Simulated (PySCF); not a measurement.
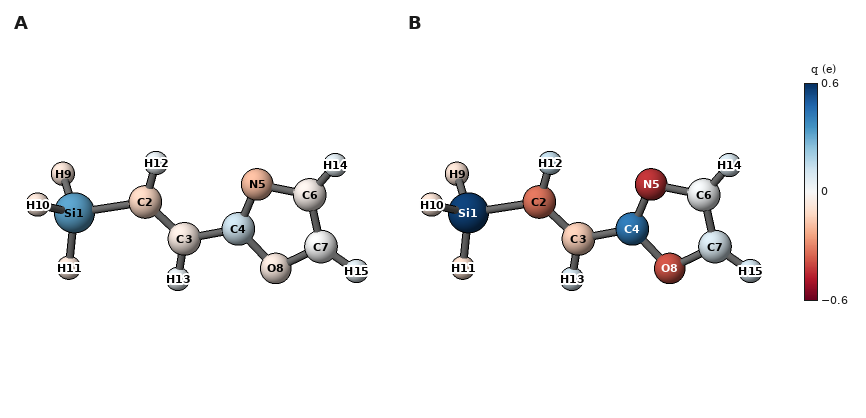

Atomic charges of one calculation by 2 schemes, on one colour scale. Computed geometry: GFN2-xTB optimisation. No frequency run is at hand to confirm it as a minimum. Computed with PBE0/pcSseg-1 (PySCF 2.14.0).

The schemes are Hirshfeld, Mulliken. Which panel shows which?

A Hirshfeld, B Mulliken.

List the charges (e), one line for each set of equivalent atoms.

```csv
atom,Hirshfeld,Mulliken
Si1,0.32,0.55
C2,−0.12,−0.32
C3,−0.05,−0.14
C4,0.12,0.42
N5,−0.19,−0.43
C6,−0.03,0.02
C7,0.00,0.09
O8,−0.06,−0.38
"H9, H10",−0.07,−0.08
H11,−0.07,−0.10
H12,0.05,0.14
H13,0.05,0.11
H14,0.06,0.09
H15,0.07,0.10
```

The geometry is semi-empirical. Around Si such bond lengths and angles can be off by a tenth of an ångström or more and by several degrees, and values that hang on the shape move with them.
